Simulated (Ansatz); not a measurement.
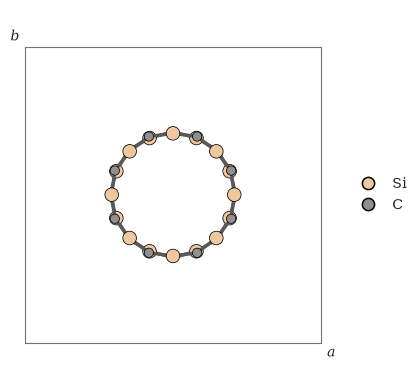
Figure. 1 relaxed period of a body that repeats along c, seen along c; the cell edge a is 19.0 Å long

The numbers are results of PBE (plane waves to 420 eV, PAW; Ansatz, a program for electronic structure), not measurements. Mesh 1×1×6. No spin polarisation. Periodic along z alone, with about 11 Å of vacuum beside it. A model structure. Only distortions within the start's symmetry and period were free.

Problem. What is drawn, and how wide is it?

Solution. This is not unique; one that fits is (8,0) SiC nanotube. A hypothetical model, rolled from the flat sheet.
It measures about 8 Å across, from nucleus to nucleus.
